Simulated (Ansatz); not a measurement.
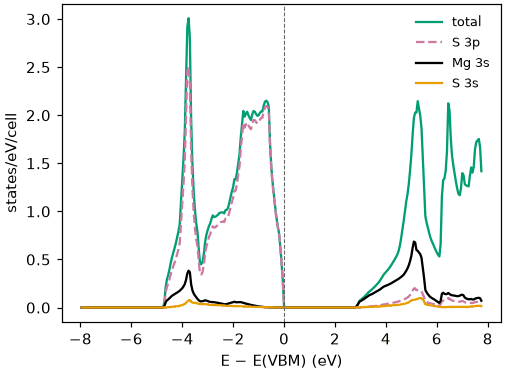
Fig. 1. Total and projected density of states of MgS (rock salt, Fm-3m), PBE in the plane-wave PAW code Ansatz

**Question.** Which orbitals carry the states next to the gap?

**Answer.** Top 1 eV of the valence band: S 3p 97 %. Bottom 1 eV of the conduction band: Mg 3s 75 %, S 3p 7 %, outside the projected shells 14 %. Projections are on Löwdin-orthogonalised atomic valence shells; empty p or d shells of many metals are not among them.

**Question.** Where is the tallest occupied peak in this window, and what makes it?

**Answer.** Near -3.8 eV, about 3.0 states/eV per cell; the largest projected share is S 3p.

The cell was relaxed with PBE under the symmetry of its start.

Potentials: the later of the program's two PAW sets.
